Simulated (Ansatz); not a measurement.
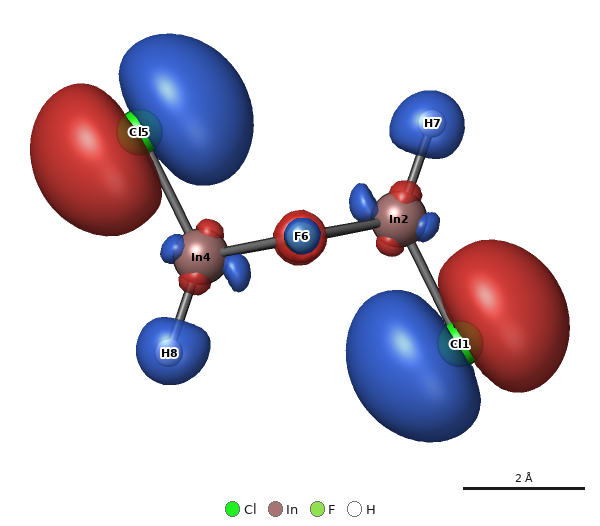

Figure. Cl2F2H2In2. The HOMO−1 at ±0.06 Å⁻³ᐟ² (blue and red are the two phases), seen across its widest extent.

Geometry: PBE0-D4/def2-TZVP; core potentials replace the inner electrons of In.

Level of theory: Ansatz, RKS PBE0-D4/def2-TZVPP.

```csv
atom,x (Å),y (Å),z (Å)
Cl,0.8141,-2.8990,1.0476
In,1.3573,-0.6871,0.6948
F,0.4531,-0.3006,-1.1821
In,-1.3571,0.6872,-0.6937
Cl,-0.8169,2.8979,-1.0575
F,-0.4512,0.3040,1.1833
H,2.7192,0.2631,0.9757
H,-2.7185,-0.2656,-0.9682
```

**What is the character of this orbital?**

Its weight (Hirshfeld) is mainly on Cl1 (about 45 %) and Cl5 (about 45 %); it is gerade (even under inversion); largely a combination of lone pairs on Cl1 and Cl5. Its energy is −9.08 eV.
